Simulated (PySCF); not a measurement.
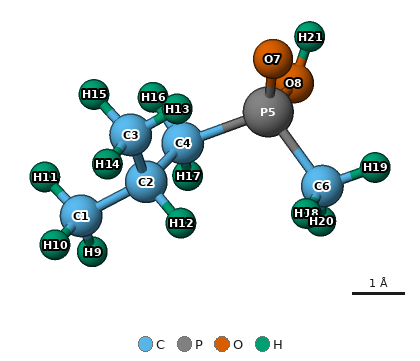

*The structure as given in the input (ball-and-stick view, seen at a tilt; atoms are numbered from 1 in the order of the input).*

NMR shielding calculation of C5H13O2P

- system: C5H13O2P
- method: GIAO PBE0/pcSseg-1 NMR shielding, non-relativistic, gas phase (PySCF 2.14.0)

The geometry comes from this level: PBE0-D3(BJ)/def2-SVP. It belongs to a series of runs on one base structure; here: sBu replaced by iBu. Figures and captions count atoms from 1; the log counts them from 0 in places.

### What the program printed
```
coarse grid: 17288 points
cycle   1  E = -689.3459200662  dE =  9.790e-01  |g| = 1.087e+00  |ddm| = 3.964e+00
cycle   2  E = -688.8740569468  dE =  4.719e-01  |g| = 1.883e+00  |ddm| = 3.071e+00
cycle   3  E = -689.5513793041  dE = -6.773e-01  |g| = 3.349e-01  |ddm| = 2.408e+00
cycle   4  E = -689.5735771804  dE = -2.220e-02  |g| = 7.419e-02  |ddm| = 3.215e-01
cycle   5  E = -689.5742950642  dE = -7.179e-04  |g| = 3.134e-02  |ddm| = 6.424e-02
cycle   6  E = -689.5745026558  dE = -2.076e-04  |g| = 4.724e-03  |ddm| = 2.729e-02
cycle   7  E = -689.5745069928  dE = -4.337e-06  |g| = 1.417e-03  |ddm| = 5.181e-03
final grid: 160224 points
cycle   8  E = -689.6443991889  dE = -4.031e-05  |g| = 1.300e-02  |ddm| = 3.482e-02
cycle   9  E = -689.6443561086  dE =  4.308e-05  |g| = 1.944e-02  |ddm| = 2.756e-02
cycle  10  E = -689.6444354977  dE = -7.939e-05  |g| = 2.684e-03  |ddm| = 1.807e-02
cycle  11  E = -689.6444368489  dE = -1.351e-06  |g| = 3.784e-04  |ddm| = 2.384e-03
cycle  12  E = -689.6444368698  dE = -2.085e-08  |g| = 1.967e-04  |ddm| = 4.716e-04
cycle  13  E = -689.6444368768  dE = -7.026e-09  |g| = 3.252e-05  |ddm| = 1.671e-04
cycle  14  E = -689.6444368770  dE = -2.037e-10  |g| = 1.038e-05  |ddm| = 3.597e-05
```

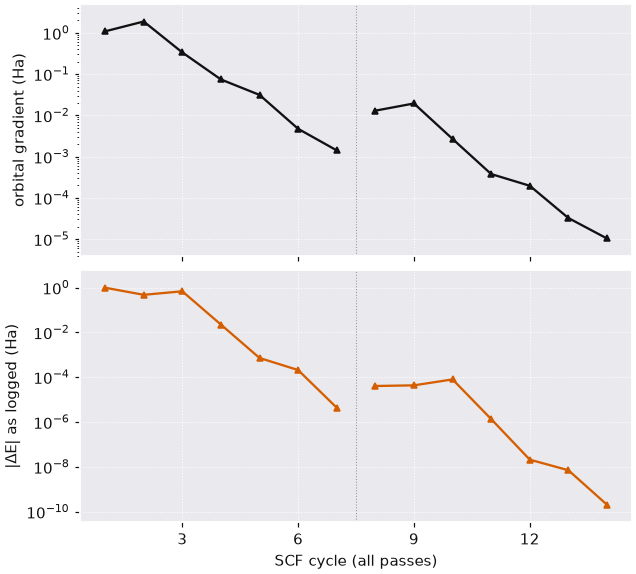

*Convergence of the self-consistent field: orbital gradient and size of the energy change against the SCF cycle. The dotted line marks the change from a coarse to the final integration grid.*

The first 7 cycles use a coarse grid, the final grid takes over at cycle 8, and the field converges after 14 cycles in all.

```
converged SCF energy = -689.6444368770

GIAO shielding tensors (ppm)
atom      isotropic    diamagn.    paramagn.     s11        s22        s33       span
  0 C      156.673     247.315     -90.642    136.537    148.355    185.126     48.588
  1 C      158.162     247.688     -89.526    155.299    158.667    160.521      5.222
  2 C      161.771     248.659     -86.888    149.383    153.115    182.815     33.432
  3 C      141.750     261.094    -119.344    125.126    137.094    163.029     37.904
  4 P      268.952     964.399    -695.447    196.641    225.414    384.801    188.160
  5 C      167.810     258.307     -90.497    153.145    161.596    188.689     35.543
  6 O      169.167     397.831    -228.663    109.659    125.941    271.902    162.243
  7 O      216.971     389.206    -172.236    147.119    214.889    288.904    141.785
  8 H       30.297      30.890      -0.594     25.823     28.207     36.860     11.038
  9 H       30.106      29.917       0.188     25.774     27.498     37.045     11.272
 10 H       30.484      30.548      -0.064     27.213     28.422     35.816      8.604
 11 H       29.906      35.512      -5.606     25.859     29.495     34.364      8.505
 12 H       28.837      31.587      -2.750     22.223     29.741     34.546     12.323
 13 H       30.447      30.540      -0.093     26.262     27.650     37.429     11.166
 14 H       30.808      31.255      -0.446     28.036     28.164     36.224      8.188
 15 H       30.089      34.372      -4.283     26.680     30.166     33.420      6.740
 16 H       29.940      35.569      -5.629     25.516     30.670     33.634      8.118
 17 H       29.826      33.259      -3.433     25.469     29.649     34.360      8.891
 18 H       29.891      27.340       2.551     26.370     27.235     36.069      9.699
 19 H       30.214      31.864      -1.650     26.670     27.965     36.007      9.337
 20 H       29.126      27.908       1.218     22.757     24.209     40.412     17.655
```

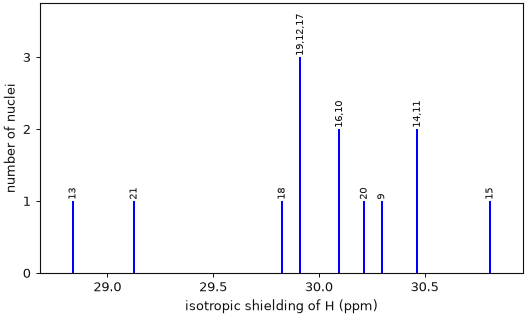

*Isotropic shieldings of the hydrogen nuclei in this fixed geometry, labelled by atom number; shielding grows to the right, so chemical shift grows to the left.*

The least shielded is H13 (28.8 ppm), the most shielded H15 (30.8 ppm).

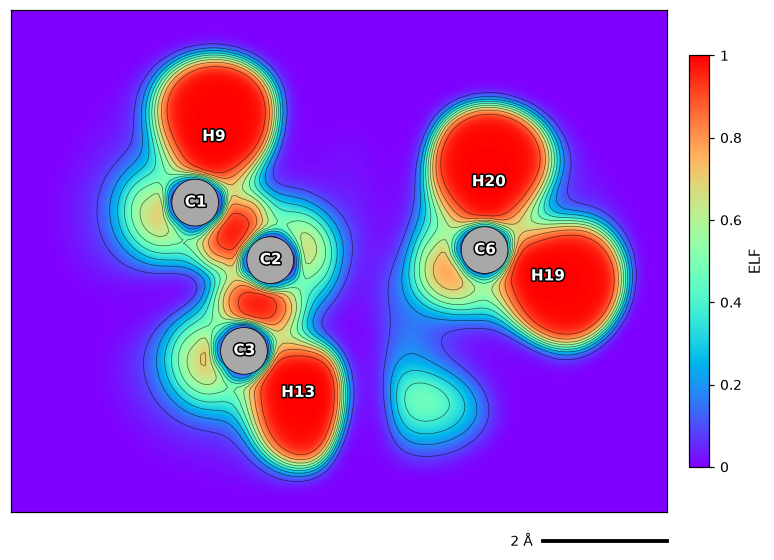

*Electron localisation function on the plane of atoms C2, C1 and H9. Grey discs, where drawn, cover atomic cores.*

Atoms in the plane: C and H. C–C (1.52 Å): the ELF peaks at about 0.95 between the atoms, as expected for localised, shared-pair bonding. C–H (1.10 Å): the ELF climbs to about 1 towards the hydrogen, as it does in any bond to H (a covalent bond by its length).

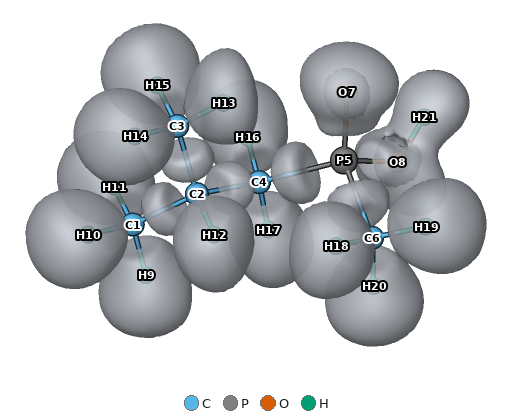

*Isosurface of the electron localisation function at 0.75 (grey), seen at a tilt. Only the valence region is drawn (cores and ρ < 0.01 e/Å³ removed).*

Values along the shortest contacts: C–C (1.52 Å): the ELF peaks at about 0.95 between the atoms, which marks a covalent bond.

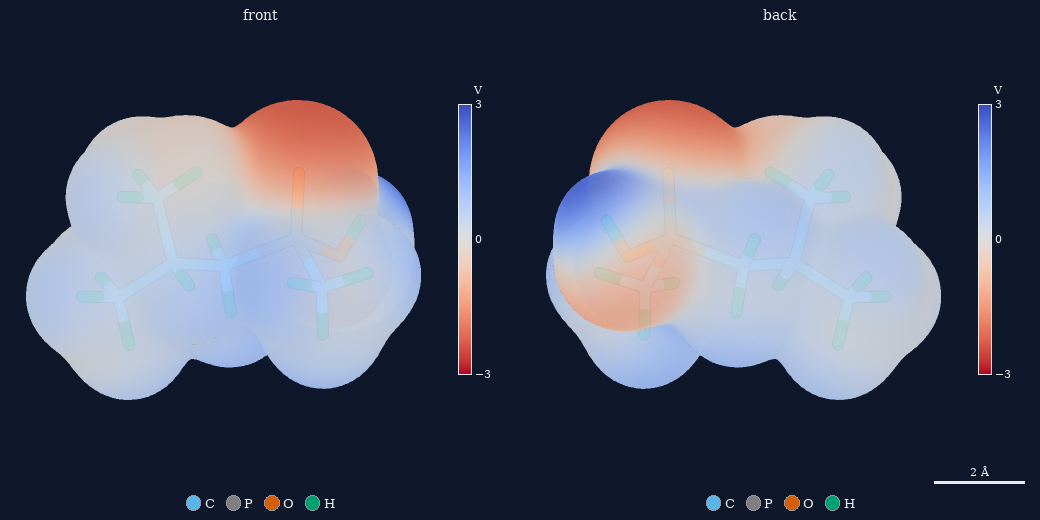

*The molecular electrostatic potential painted on the density surface at 0.002 e/bohr³, seen face on and from behind; red is negative and blue positive.*

A positive charge is drawn to the negative regions and a negative charge to the positive ones. Its dipole moment is 2.62 D.

The run was set up as follows.

### Input file
```
{"job": {"kind": "nmr", "xc": "PBE0", "basis": "pcSseg-1"}, "charge": 0, "multiplicity": 1}
C      2.238532    -0.535341    -0.576657
C      1.003348     0.293316    -0.240890
C      1.379664     1.726590     0.122200
C      0.199258    -0.384816     0.874124
P     -1.440230     0.318100     1.198109
C     -2.449287     0.026144    -0.272248
O     -1.469424     1.725522     1.694896
O     -2.055456    -0.747822     2.276636
H      1.971876    -1.558343    -0.886996
H      2.814776    -0.072671    -1.392800
H      2.903993    -0.612312     0.299162
H      0.369330     0.323230    -1.147463
H      0.496941     2.323177     0.393489
H      1.901686     2.217306    -0.713646
H      2.058699     1.734746     0.991124
H      0.741232    -0.325605     1.834225
H      0.048411    -1.456881     0.661217
H     -2.063554     0.618083    -1.114188
H     -3.469274     0.367897    -0.044448
H     -2.473238    -1.038998    -0.542067
H     -2.365057    -0.252760     3.046408
```

The first line tells a small driver script what to run in PySCF; the rest is the geometry in Å.

Launched with:
```bash
OMP_NUM_THREADS=1 python <driver script> task.json out
```

### Results in brief

| quantity | value |
| --- | --- |
| outcome | converged |
| total energy | −689.644437 hartree |
| HOMO | −7.64 eV |
| LUMO | 0.96 eV |
| dipole moment | 2.62 D |
| isotropic shielding, C | 141.7 to 167.8 ppm |
| isotropic shielding, P | 269.0 ppm |
| isotropic shielding, O | 169.2 to 217.0 ppm |
| isotropic shielding, H | 28.8 to 30.8 ppm |
| hardware | 1 CPU thread, shared host |
| wall time | 46 s |
| peak memory | 0.89 GiB |
